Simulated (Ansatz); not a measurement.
Yb (Fm-3m, No. 225): the geometry given to an electronic-structure calculation, possibly off equilibrium.

Space group Fm-3m (No. 225). a = 5.490 Å, b = 5.490 Å, c = 5.490 Å, α = 90.00°, β = 90.00°, γ = 90.00°
```tsv
atom	site	symmetry	x	y	z
Yb	4a	m-3m	0.0000	0.0000	0.0000
```

### What will a dark-field STEM-like image along [221] show? Simulation: incoherent imaging, intensity Z^1.7 per atom, probe width 0.64 Å, thin sample. The probe carries 15 % of its weight in a tail 2.5 times as wide. The display is stretched by a gamma of 0.8; percentages refer to the linear signal. A slight drift was added.

The columns repeat on a centred rectangular net of 1.29 × 3.88 Å (plane group c2mm). All columns are alike (Yb). The shortest distance between visible columns is 1.29 Å in projection. Along the beam the structure repeats every 16.47 Å.

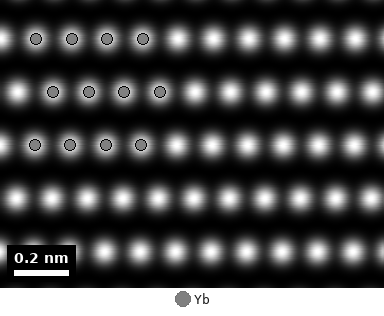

The simulated image, with the columns of the model marked in one corner.
